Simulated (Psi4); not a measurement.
# TPSS/aug-cc-pVDZ (density fitting with cc-pvdz-jkfit, sweep point 2) run of BH2Cl (SMILES BCl)

Aim: the vertical singlet–triplet gap of BH2Cl at TPSS/aug-cc-pVDZ (density fitting with cc-pvdz-jkfit, sweep point 2), from 2 runs. 

The calculation is run with Psi4 1.11.

4 further runs of the same task are left out: 4 that didn't finish.

### Step 1. The molecule

BH2Cl: 4 atoms, total charge 0, spin state singlet. As SMILES, `BCl`. The coordinates come from a PBE0-D4/def2-TZVP relaxation.

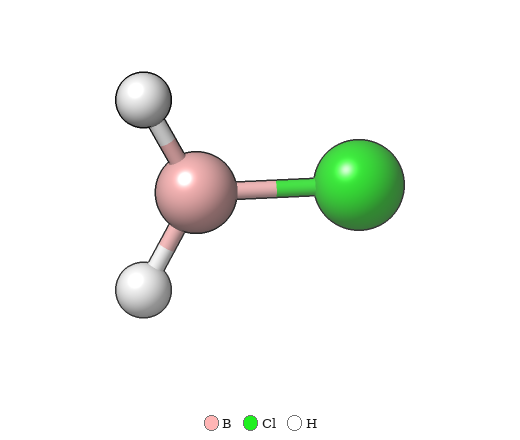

Viewed from a chosen angle; boron pink, chlorine green, hydrogen white.

### Step 2. A single-point energy at TPSS/aug-cc-pVDZ (density fitting with cc-pvdz-jkfit, sweep point 2)

Input file bclh2.inp:

```
memory 1600 mb

molecule m {
  0 1
  B     -0.22053104     0.04100706    -0.14229638
  Cl     2.57947616    -0.74700874     1.36287048
  H     -2.09041504    -1.05730177     0.45429016
  H     -0.16365028     1.64935296    -1.71322570
  units bohr
  symmetry c1
}

set {
  basis aug-cc-pVDZ
  puream true
  scf_type df
  dft_radial_points 99
  dft_spherical_points 590
  df_basis_scf cc-pvdz-jkfit
}

energy('tpss')
print_variables()
```

Command:

```
$ psi4 bclh2.inp bclh2.out -n 1
```

bclh2.out, shortened:

```text
[...]
  Running in c1 symmetry.
[...]
  Nuclear repulsion =   37.783015980830257
[...]
  Multiplicity = 1
[...]
  Nalpha       = 12
  Nbeta        = 12
[...]
    Number of basis functions: 68
[...]
   @DF-RKS iter   1:  -486.17791059363412   -2.33589e-01   6.03016e-03 ADIIS/DIIS
[...]
   @DF-RKS iter   7:  -486.30445603325637   -1.59676e-07   7.96915e-07 DIIS
[...]
    Orbital Energies [Eh]
    ---------------------
    Doubly Occupied:
       1A   -101.020774     2A     -9.260249     3A     -7.036912
       4A     -7.033164     5A     -7.029071     6A     -6.660877
       7A     -0.795333     8A     -0.483928     9A     -0.371688
      10A     -0.367801    11A     -0.329178    12A     -0.273359
[...]
  @DF-RKS Final Energy:  -486.30445603325637
   => Energetics <=
    Nuclear Repulsion Energy =             37.7830159808302568
    One-Electron Energy =                -744.3090160350386668
    Two-Electron Energy =                 253.2991429037663806
    DFT Exchange-Correlation Energy =     -33.0775988828142999
    Empirical Dispersion Energy =           0.0000000000000000
    VV10 Nonlocal Energy =                  0.0000000000000000
    Total Energy =                       -486.3044560332563719
[...]
 Multipole Moments:
 ------------------------------------------------------------------------------------
     Multipole            Electronic (a.u.)      Nuclear  (a.u.)        Total (a.u.)
 ------------------------------------------------------------------------------------
 L = 1.  Multiply by 2.5417464519 to convert [e a0] to [Debye]
 Dipole X            :          2.0756236           -2.2620037           -0.1863801
 Dipole Y            :         -0.5840117            0.6365030            0.0524913
 Dipole Z            :          1.1156013           -1.2158337           -0.1002324
 Magnitude           :                                                    0.2180354
[...]
```

Wall time 17 s (1 thread of Intel Xeon Platinum 8375C at 2.90GHz (Ice Lake), shared host); peak memory 1.4 GiB.

### Step 3. The triplet, same level

Input file bclh2.in:

```
memory 1.6 GB

molecule molecule1 {
  0 3
  B     -0.22053104     0.04100706    -0.14229638
  Cl     2.57947616    -0.74700874     1.36287048
  H     -2.09041504    -1.05730177     0.45429016
  H     -0.16365028     1.64935296    -1.71322570
  units au
  symmetry c1
}

set {
  basis aug-cc-pVDZ
  reference uks
  puream true
  scf_type df
  dft_radial_points 99
  dft_spherical_points 590
  df_basis_scf cc-pvdz-jkfit
  maxiter 150
}

energy_value, wavefunction = energy("tpss", return_wfn=True)
print_variables()
```

Command:

```
$ psi4 bclh2.in bclh2.out -n 1
```

bclh2.out, shortened:

```text
[...]
  Running in c1 symmetry.
[...]
  Nuclear repulsion =   37.783015980830257
[...]
  Multiplicity = 3
[...]
  Nalpha       = 13
  Nbeta        = 11
[...]
    Number of basis functions: 68
[...]
   @DF-UKS iter   1:  -485.82462991966952    1.19691e-01   9.32209e-03 DIIS/ADIIS
[...]
   @DF-UKS iter   9:  -486.14121288141615   -7.88519e-08   9.44607e-07 DIIS
[...]
   @S^2 Observed:                2.003829770E+00
[...]
    Orbital Energies [Eh]
    ---------------------
    Alpha Occupied:
       1A   -101.071377     2A     -9.307720     3A     -7.087319
       4A     -7.081492     5A     -7.075850     6A     -6.615837
       7A     -0.832963     8A     -0.509849     9A     -0.411140
      10A     -0.391185    11A     -0.354263    12A     -0.326523
      13A     -0.123385
    Alpha Virtual:
      14A     -0.006978    15A      0.003427    16A      0.014367
      17A      0.022210    18A      0.044976    19A      0.060417
      20A      0.067490    21A      0.089071    22A      0.092721
      23A      0.099654    24A      0.112782    25A      0.127760
[...]
  @DF-UKS Final Energy:  -486.14121288141615
   => Energetics <=
    Nuclear Repulsion Energy =             37.7830159808302568
    One-Electron Energy =                -743.6023883495461178
    Two-Electron Energy =                 252.6948906299004989
    DFT Exchange-Correlation Energy =     -33.0167311426007259
    Empirical Dispersion Energy =           0.0000000000000000
    VV10 Nonlocal Energy =                  0.0000000000000000
    Total Energy =                       -486.1412128814161520
[...]
 Multipole Moments:
 ------------------------------------------------------------------------------------
     Multipole            Electronic (a.u.)      Nuclear  (a.u.)        Total (a.u.)
 ------------------------------------------------------------------------------------
 L = 1.  Multiply by 2.5417464519 to convert [e a0] to [Debye]
 Dipole X            :          2.4809583           -2.2620037            0.2189546
 Dipole Y            :         -0.6981885            0.6365030           -0.0616855
 Dipole Z            :          1.3336107           -1.2158337            0.1177770
 Magnitude           :                                                    0.2561594
[...]
```

Run time: 33 s. Hardware: 1 thread of Intel Xeon Platinum 8375C at 2.90GHz (Ice Lake), shared host; peak memory 1.4 GiB.

### Step 4. Summary of results

At TPSS/aug-cc-pVDZ (density fitting with cc-pvdz-jkfit, sweep point 2):

```
                                        quantity          value
                           singlet: total energy  -486.30446 Eh
                          singlet: dipole moment         0.55 D
                            singlet: HOMO energy       -7.44 eV
                            singlet: LUMO energy       -2.63 eV
                          singlet: HOMO–LUMO gap        4.81 eV
                           triplet: total energy  -486.14121 Eh
                          triplet: dipole moment         0.65 D
     triplet: HOMO energy (highest over α and β)       -3.36 eV
                                   triplet: ⟨S²⟩          2.004
vertical energy of the triplet above the singlet       4.442 eV
```

**Reading.** At this shape the triplet lies 4.44 eV (102 kcal/mol) above the singlet.
